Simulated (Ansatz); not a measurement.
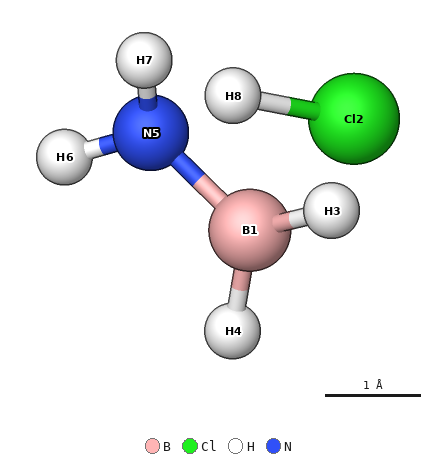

Fig. 1: The input geometry (ball-and-stick view, seen at a tilt; atoms are numbered from 1 in the order of the input). Bond lengths as drawn: B–H 1.20 Å, B–N 1.47 Å, Cl–H 1.50 Å and H–N 1.02 Å.

Molecular dynamics of BNH$_{5}$Cl (part 1 of 3)

- system: BNH$_{5}$Cl
- method: RKS LDA/6-31G* (Ansatz 0.2.0)

It belongs to a series of runs on one base structure; here: dynamics from the highest image of the converged band. Figures and captions count atoms from 1; the log counts them from 0 in places.

What the program printed
```
Engine: ansatz 0.2.0, x86_64-unknown-linux-gnu
Functional definition: SPW92
  exchange = slater_x
  correlation = pw_c
780 factors; their error is unknown
mean field evaluation 1: about -14703.1777 eV, gradient 5.1e1 eV
mean field evaluation 2: about -14692.3518 eV, gradient 8.5e1 eV
mean field evaluation 4: about -14708.4868 eV, gradient 4.0e0 eV
mean field evaluation 8: about -14708.4962 eV, gradient 1.9e-1 eV
mean field -14708.49622418 eV, -540.5272664617 hartree, gradient 6.3e-5 eV, S^2 0.000000; 0 other end points of the search recorded, 0 dependent functions left out
the calculation of the forces begins
reference -14708.49624847 eV, -540.5272673544 hartree; 17, 17 occupied and 42, 42 virtual orbitals, 780 factors
md step     0: t =     0.00 fs  T =   100.0 K  F+E_penalty+E_count = -14708.49622418 eV  E_kin = 0.077556 eV  conserved = -14708.41866818 eV  (24 SCF iters)
these checks for a lower state are left out or cut short: starts, cluster_reference, orbital_swaps, neighbouring_geometries, increment
780 factors; their error is unknown
mean field evaluation 16: about -14708.5328 eV, gradient 3.6e-1 eV
mean field -14708.49525245 eV, -540.5272307512 hartree, gradient 1.0e-5 eV, S^2 0.000000; 0 other end points of the search recorded, 0 dependent functions left out
the calculation of the forces begins
reference -14708.49527676 eV, -540.5272316448 hartree; 17, 17 occupied and 42, 42 virtual orbitals, 780 factors
md step     1: t =     0.50 fs  T =    98.8 K  F+E_penalty+E_count = -14708.49525245 eV  E_kin = 0.076593 eV  conserved = -14708.41865989 eV  (29 SCF iters)
[... from here on the SCF iterations and repeated set-up lines of each step are left out, up to the last step ...]
md step     2: t =     1.00 fs  T =    95.3 K  F+E_penalty+E_count = -14708.49255018 eV  E_kin = 0.073915 eV  conserved = -14708.41863519 eV  (29 SCF iters)
md step     3: t =     1.50 fs  T =    90.1 K  F+E_penalty+E_count = -14708.48851036 eV  E_kin = 0.069909 eV  conserved = -14708.41860089 eV  (29 SCF iters)
md step     4: t =     2.00 fs  T =    84.0 K  F+E_penalty+E_count = -14708.48367737 eV  E_kin = 0.065112 eV  conserved = -14708.41856558 eV  (28 SCF iters)
md step     5: t =     2.50 fs  T =    77.5 K  F+E_penalty+E_count = -14708.47861203 eV  E_kin = 0.060075 eV  conserved = -14708.41853677 eV  (29 SCF iters)
md step     6: t =     3.00 fs  T =    71.2 K  F+E_penalty+E_count = -14708.47377140 eV  E_kin = 0.055252 eV  conserved = -14708.41851943 eV  (29 SCF iters)
md step     7: t =     3.50 fs  T =    65.7 K  F+E_penalty+E_count = -14708.46943296 eV  E_kin = 0.050919 eV  conserved = -14708.41851438 eV  (29 SCF iters)
md step     8: t =     4.00 fs  T =    60.8 K  F+E_penalty+E_count = -14708.46567974 eV  E_kin = 0.047161 eV  conserved = -14708.41851907 eV  (29 SCF iters)
md step     9: t =     4.50 fs  T =    56.6 K  F+E_penalty+E_count = -14708.46244024 eV  E_kin = 0.043911 eV  conserved = -14708.41852874 eV  (30 SCF iters)
md step    10: t =     5.00 fs  T =    52.9 K  F+E_penalty+E_count = -14708.45956321 eV  E_kin = 0.041025 eV  conserved = -14708.41853826 eV  (30 SCF iters)
md step    11: t =     5.50 fs  T =    49.5 K  F+E_penalty+E_count = -14708.45689858 eV  E_kin = 0.038355 eV  conserved = -14708.41854385 eV  (23 SCF iters)
md step    12: t =     6.00 fs  T =    46.2 K  F+E_penalty+E_count = -14708.45435695 eV  E_kin = 0.035813 eV  conserved = -14708.41854417 eV  (23 SCF iters)
md step    13: t =     6.50 fs  T =    43.1 K  F+E_penalty+E_count = -14708.45193141 eV  E_kin = 0.033391 eV  conserved = -14708.41854021 eV  (21 SCF iters)
md step    14: t =     7.00 fs  T =    40.2 K  F+E_penalty+E_count = -14708.44968260 eV  E_kin = 0.031148 eV  conserved = -14708.41853425 eV  (22 SCF iters)
md step    15: t =     7.50 fs  T =    37.6 K  F+E_penalty+E_count = -14708.44770365 eV  E_kin = 0.029175 eV  conserved = -14708.41852839 eV  (20 SCF iters)
md step    16: t =     8.00 fs  T =    35.5 K  F+E_penalty+E_count = -14708.44608714 eV  E_kin = 0.027563 eV  conserved = -14708.41852367 eV  (22 SCF iters)
md step    17: t =     8.50 fs  T =    34.0 K  F+E_penalty+E_count = -14708.44490882 eV  E_kin = 0.026389 eV  conserved = -14708.41851989 eV  (22 SCF iters)
md step    18: t =     9.00 fs  T =    33.2 K  F+E_penalty+E_count = -14708.44422837 eV  E_kin = 0.025712 eV  conserved = -14708.41851680 eV  (25 SCF iters)
md step    19: t =     9.50 fs  T =    33.0 K  F+E_penalty+E_count = -14708.44409339 eV  E_kin = 0.025579 eV  conserved = -14708.41851477 eV  (22 SCF iters)
md step    20: t =    10.00 fs  T =    33.5 K  F+E_penalty+E_count = -14708.44453287 eV  E_kin = 0.026018 eV  conserved = -14708.41851536 eV  (22 SCF iters)
md step    21: t =    10.50 fs  T =    34.8 K  F+E_penalty+E_count = -14708.44553491 eV  E_kin = 0.027014 eV  conserved = -14708.41852057 eV  (29 SCF iters)
md step    22: t =    11.00 fs  T =    36.7 K  F+E_penalty+E_count = -14708.44701699 eV  E_kin = 0.028485 eV  conserved = -14708.41853158 eV  (29 SCF iters)
md step    23: t =    11.50 fs  T =    39.0 K  F+E_penalty+E_count = -14708.44880620 eV  E_kin = 0.030258 eV  conserved = -14708.41854781 eV  (29 SCF iters)
md step    24: t =    12.00 fs  T =    41.4 K  F+E_penalty+E_count = -14708.45064503 eV  E_kin = 0.032078 eV  conserved = -14708.41856702 eV  (30 SCF iters)
md step    25: t =    12.50 fs  T =    43.4 K  F+E_penalty+E_count = -14708.45222850 eV  E_kin = 0.033643 eV  conserved = -14708.41858505 eV  (29 SCF iters)
md step    26: t =    13.00 fs  T =    44.7 K  F+E_penalty+E_count = -14708.45326990 eV  E_kin = 0.034673 eV  conserved = -14708.41859695 eV  (30 SCF iters)
md step    27: t =    13.50 fs  T =    45.1 K  F+E_penalty+E_count = -14708.45357893 eV  E_kin = 0.034981 eV  conserved = -14708.41859841 eV  (30 SCF iters)
md step    28: t =    14.00 fs  T =    44.5 K  F+E_penalty+E_count = -14708.45313067 eV  E_kin = 0.034544 eV  conserved = -14708.41858703 eV  (30 SCF iters)
md step    29: t =    14.50 fs  T =    43.2 K  F+E_penalty+E_count = -14708.45210287 eV  E_kin = 0.033539 eV  conserved = -14708.41856364 eV  (29 SCF iters)
md step    30: t =    15.00 fs  T =    41.7 K  F+E_penalty+E_count = -14708.45086288 eV  E_kin = 0.032330 eV  conserved = -14708.41853252 eV  (30 SCF iters)
md step    31: t =    15.50 fs  T =    40.5 K  F+E_penalty+E_count = -14708.44989924 eV  E_kin = 0.031398 eV  conserved = -14708.41850087 eV  (29 SCF iters)
md step    32: t =    16.00 fs  T =    40.3 K  F+E_penalty+E_count = -14708.44970874 eV  E_kin = 0.031232 eV  conserved = -14708.41847685 eV  (29 SCF iters)
md step    33: t =    16.50 fs  T =    41.5 K  F+E_penalty+E_count = -14708.45066944 eV  E_kin = 0.032203 eV  conserved = -14708.41846662 eV  (29 SCF iters)
md step    34: t =    17.00 fs  T =    44.4 K  F+E_penalty+E_count = -14708.45294180 eV  E_kin = 0.034469 eV  conserved = -14708.41847263 eV  (29 SCF iters)
md step    35: t =    17.50 fs  T =    48.9 K  F+E_penalty+E_count = -14708.45643235 eV  E_kin = 0.037940 eV  conserved = -14708.41849222 eV  (29 SCF iters)
md step    36: t =    18.00 fs  T =    54.6 K  F+E_penalty+E_count = -14708.46083560 eV  E_kin = 0.042317 eV  conserved = -14708.41851884 eV  (26 SCF iters)
md step    37: t =    18.50 fs  T =    60.9 K  F+E_penalty+E_count = -14708.46573771 eV  E_kin = 0.047193 eV  conserved = -14708.41854477 eV  (29 SCF iters)
md step    38: t =    19.00 fs  T =    67.3 K  F+E_penalty+E_count = -14708.47074030 eV  E_kin = 0.052177 eV  conserved = -14708.41856336 eV  (29 SCF iters)
md step    39: t =    19.50 fs  T =    73.5 K  F+E_penalty+E_count = -14708.47556124 eV  E_kin = 0.056989 eV  conserved = -14708.41857237 eV  (29 SCF iters)
md step    40: t =    20.00 fs  T =    79.3 K  F+E_penalty+E_count = -14708.48007454 eV  E_kin = 0.061501 eV  conserved = -14708.41857374 eV  (29 SCF iters)
md step    41: t =    20.50 fs  T =    84.7 K  F+E_penalty+E_count = -14708.48428312 eV  E_kin = 0.065710 eV  conserved = -14708.41857268 eV  (29 SCF iters)
md step    42: t =    21.00 fs  T =    89.8 K  F+E_penalty+E_count = -14708.48823920 eV  E_kin = 0.069663 eV  conserved = -14708.41857573 eV  (29 SCF iters)
md step    43: t =    21.50 fs  T =    94.6 K  F+E_penalty+E_count = -14708.49194450 eV  E_kin = 0.073356 eV  conserved = -14708.41858815 eV  (28 SCF iters)
md step    44: t =    22.00 fs  T =    98.8 K  F+E_penalty+E_count = -14708.49526991 eV  E_kin = 0.076658 eV  conserved = -14708.41861178 eV  (27 SCF iters)
md step    45: t =    22.50 fs  T =   102.2 K  F+E_penalty+E_count = -14708.49792861 eV  E_kin = 0.079285 eV  conserved = -14708.41864351 eV  (28 SCF iters)
md step    46: t =    23.00 fs  T =   104.2 K  F+E_penalty+E_count = -14708.49952392 eV  E_kin = 0.080848 eV  conserved = -14708.41867548 eV  (28 SCF iters)
md step    47: t =    23.50 fs  T =   104.4 K  F+E_penalty+E_count = -14708.49966974 eV  E_kin = 0.080973 eV  conserved = -14708.41869656 eV  (28 SCF iters)
md step    48: t =    24.00 fs  T =   102.5 K  F+E_penalty+E_count = -14708.49815603 eV  E_kin = 0.079460 eV  conserved = -14708.41869620 eV  (28 SCF iters)
md step    49: t =    24.50 fs  T =    98.6 K  F+E_penalty+E_count = -14708.49510387 eV  E_kin = 0.076435 eV  conserved = -14708.41866872 eV  (28 SCF iters)
md step    50: t =    25.00 fs  T =    93.4 K  F+E_penalty+E_count = -14708.49104288 eV  E_kin = 0.072426 eV  conserved = -14708.41861645 eV  (29 SCF iters)
md step    51: t =    25.50 fs  T =    88.1 K  F+E_penalty+E_count = -14708.48685926 eV  E_kin = 0.068307 eV  conserved = -14708.41855216 eV  (28 SCF iters)
md step    52: t =    26.00 fs  T =    83.9 K  F+E_penalty+E_count = -14708.48359827 eV  E_kin = 0.065104 eV  conserved = -14708.41849472 eV  (28 SCF iters)
md step    53: t =    26.50 fs  T =    82.2 K  F+E_penalty+E_count = -14708.48217640 eV  E_kin = 0.063714 eV  conserved = -14708.41846258 eV  (29 SCF iters)
md step    54: t =    27.00 fs  T =    83.3 K  F+E_penalty+E_count = -14708.48310512 eV  E_kin = 0.064639 eV  conserved = -14708.41846600 eV  (28 SCF iters)
md step    55: t =    27.50 fs  T =    87.5 K  F+E_penalty+E_count = -14708.48633852 eV  E_kin = 0.067836 eV  conserved = -14708.41850294 eV  (25 SCF iters)
md step    56: t =    28.00 fs  T =    93.8 K  F+E_penalty+E_count = -14708.49130585 eV  E_kin = 0.072745 eV  conserved = -14708.41856057 eV  (29 SCF iters)
md step    57: t =    28.50 fs  T =   101.2 K  F+E_penalty+E_count = -14708.49710600 eV  E_kin = 0.078485 eV  conserved = -14708.41862140 eV  (29 SCF iters)
md step    58: t =    29.00 fs  T =   108.4 K  F+E_penalty+E_count = -14708.50277164 eV  E_kin = 0.084101 eV  conserved = -14708.41867089 eV  (29 SCF iters)
md step    59: t =    29.50 fs  T =   114.5 K  F+E_penalty+E_count = -14708.50749427 eV  E_kin = 0.088793 eV  conserved = -14708.41870161 eV  (28 SCF iters)
md step    60: t =    30.00 fs  T =   118.7 K  F+E_penalty+E_count = -14708.51074287 eV  E_kin = 0.092030 eV  conserved = -14708.41871327 eV  (29 SCF iters)
md step    61: t =    30.50 fs  T =   120.6 K  F+E_penalty+E_count = -14708.51227291 eV  E_kin = 0.093562 eV  conserved = -14708.41871101 eV  (29 SCF iters)
md step    62: t =    31.00 fs  T =   120.4 K  F+E_penalty+E_count = -14708.51206476 eV  E_kin = 0.093365 eV  conserved = -14708.41869934 eV  (29 SCF iters)
md step    63: t =    31.50 fs  T =   118.1 K  F+E_penalty+E_count = -14708.51025669 eV  E_kin = 0.091576 eV  conserved = -14708.41868088 eV  (29 SCF iters)
md step    64: t =    32.00 fs  T =   114.0 K  F+E_penalty+E_count = -14708.50710736 eV  E_kin = 0.088452 eV  conserved = -14708.41865551 eV  (29 SCF iters)
md step    65: t =    32.50 fs  T =   108.8 K  F+E_penalty+E_count = -14708.50299928 eV  E_kin = 0.084378 eV  conserved = -14708.41862150 eV  (29 SCF iters)
md step    66: t =    33.00 fs  T =   103.0 K  F+E_penalty+E_count = -14708.49846338 eV  E_kin = 0.079885 eV  conserved = -14708.41857835 eV  (29 SCF iters)
md step    67: t =    33.50 fs  T =    97.6 K  F+E_penalty+E_count = -14708.49418558 eV  E_kin = 0.075658 eV  conserved = -14708.41852779 eV  (29 SCF iters)
md step    68: t =    34.00 fs  T =    93.5 K  F+E_penalty+E_count = -14708.49096546 eV  E_kin = 0.072489 eV  conserved = -14708.41847695 eV  (29 SCF iters)
md step    69: t =    34.50 fs  T =    91.8 K  F+E_penalty+E_count = -14708.48960417 eV  E_kin = 0.071168 eV  conserved = -14708.41843628 eV  (22 SCF iters)
md step    70: t =    35.00 fs  T =    93.3 K  F+E_penalty+E_count = -14708.49073994 eV  E_kin = 0.072323 eV  conserved = -14708.41841674 eV  (22 SCF iters)
md step    71: t =    35.50 fs  T =    98.3 K  F+E_penalty+E_count = -14708.49467462 eV  E_kin = 0.076248 eV  conserved = -14708.41842657 eV  (29 SCF iters)
md step    72: t =    36.00 fs  T =   106.7 K  F+E_penalty+E_count = -14708.50124862 eV  E_kin = 0.082781 eV  conserved = -14708.41846763 eV  (29 SCF iters)
md step    73: t =    36.50 fs  T =   117.7 K  F+E_penalty+E_count = -14708.50981552 eV  E_kin = 0.091281 eV  conserved = -14708.41853422 eV  (25 SCF iters)
md step    74: t =    37.00 fs  T =   129.9 K  F+E_penalty+E_count = -14708.51933455 eV  E_kin = 0.100720 eV  conserved = -14708.41861444 eV  (29 SCF iters)
md step    75: t =    37.50 fs  T =   141.7 K  F+E_penalty+E_count = -14708.52856062 eV  E_kin = 0.109868 eV  conserved = -14708.41869310 eV  (29 SCF iters)
md step    76: t =    38.00 fs  T =   151.5 K  F+E_penalty+E_count = -14708.53628460 eV  E_kin = 0.117529 eV  conserved = -14708.41875523 eV  (29 SCF iters)
md step    77: t =    38.50 fs  T =   158.3 K  F+E_penalty+E_count = -14708.54157010 eV  E_kin = 0.122781 eV  conserved = -14708.41878871 eV  (29 SCF iters)
md step    78: t =    39.00 fs  T =   161.4 K  F+E_penalty+E_count = -14708.54394432 eV  E_kin = 0.125158 eV  conserved = -14708.41878604 eV  (29 SCF iters)
md step    79: t =    39.50 fs  T =   160.9 K  F+E_penalty+E_count = -14708.54351321 eV  E_kin = 0.124768 eV  conserved = -14708.41874475 eV  (29 SCF iters)
md step    80: t =    40.00 fs  T =   157.7 K  F+E_penalty+E_count = -14708.54098350 eV  E_kin = 0.122313 eV  conserved = -14708.41867051 eV  (29 SCF iters)
md step    81: t =    40.50 fs  T =   153.4 K  F+E_penalty+E_count = -14708.53756584 eV  E_kin = 0.118989 eV  conserved = -14708.41857713 eV  (29 SCF iters)
md step    82: t =    41.00 fs  T =   149.9 K  F+E_penalty+E_count = -14708.53475271 eV  E_kin = 0.116267 eV  conserved = -14708.41848547 eV  (28 SCF iters)
md step    83: t =    41.50 fs  T =   149.0 K  F+E_penalty+E_count = -14708.53399276 eV  E_kin = 0.115574 eV  conserved = -14708.41841863 eV  (28 SCF iters)
md step    84: t =    42.00 fs  T =   152.1 K  F+E_penalty+E_count = -14708.53633567 eV  E_kin = 0.117941 eV  conserved = -14708.41839474 eV  (28 SCF iters)
md step    85: t =    42.50 fs  T =   159.5 K  F+E_penalty+E_count = -14708.54215749 eV  E_kin = 0.123737 eV  conserved = -14708.41842021 eV  (28 SCF iters)
md step    86: t =    43.00 fs  T =   170.9 K  F+E_penalty+E_count = -14708.55106533 eV  E_kin = 0.132578 eV  conserved = -14708.41848684 eV  (29 SCF iters)
md step    87: t =    43.50 fs  T =   184.9 K  F+E_penalty+E_count = -14708.56201594 eV  E_kin = 0.143439 eV  conserved = -14708.41857645 eV  (29 SCF iters)
md step    88: t =    44.00 fs  T =   199.8 K  F+E_penalty+E_count = -14708.57359208 eV  E_kin = 0.154924 eV  conserved = -14708.41866767 eV  (29 SCF iters)
md step    89: t =    44.50 fs  T =   213.5 K  F+E_penalty+E_count = -14708.58433257 eV  E_kin = 0.165590 eV  conserved = -14708.41874234 eV  (29 SCF iters)
md step    90: t =    45.00 fs  T =   224.6 K  F+E_penalty+E_count = -14708.59301825 eV  E_kin = 0.174229 eV  conserved = -14708.41878888 eV  (28 SCF iters)
md step    91: t =    45.50 fs  T =   232.2 K  F+E_penalty+E_count = -14708.59886178 eV  E_kin = 0.180060 eV  conserved = -14708.41880192 eV  (26 SCF iters)
md step    92: t =    46.00 fs  T =   235.7 K  F+E_penalty+E_count = -14708.60159912 eV  E_kin = 0.182817 eV  conserved = -14708.41878246 eV  (29 SCF iters)
md step    93: t =    46.50 fs  T =   235.6 K  F+E_penalty+E_count = -14708.60149320 eV  E_kin = 0.182759 eV  conserved = -14708.41873427 eV  (29 SCF iters)
md step    94: t =    47.00 fs  T =   232.9 K  F+E_penalty+E_count = -14708.59927141 eV  E_kin = 0.180606 eV  conserved = -14708.41866571 eV  (29 SCF iters)
md step    95: t =    47.50 fs  T =   228.7 K  F+E_penalty+E_count = -14708.59599471 eV  E_kin = 0.177406 eV  conserved = -14708.41858847 eV  (29 SCF iters)
md step    96: t =    48.00 fs  T =   224.8 K  F+E_penalty+E_count = -14708.59287179 eV  E_kin = 0.174356 eV  conserved = -14708.41851615 eV  (29 SCF iters)
```
